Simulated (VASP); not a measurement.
Energy against volume of CsCl (CsCl type). Calculation: optB88-vdW, VASP's PBE PAW potentials (set 64) (plane waves; VASP).

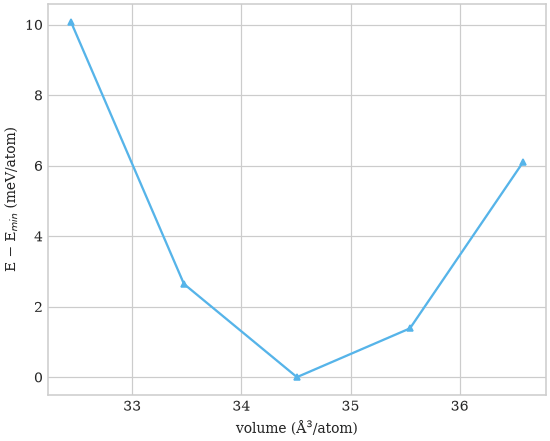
Energy against volume

Q: Estimate the equilibrium volume and the bulk modulus.

A: The minimum lies near 34.6 Å³/atom, and the curvature gives B0 of about 20 GPa.

The compound is CsCl in the CsCl type structure. It was relaxed first.
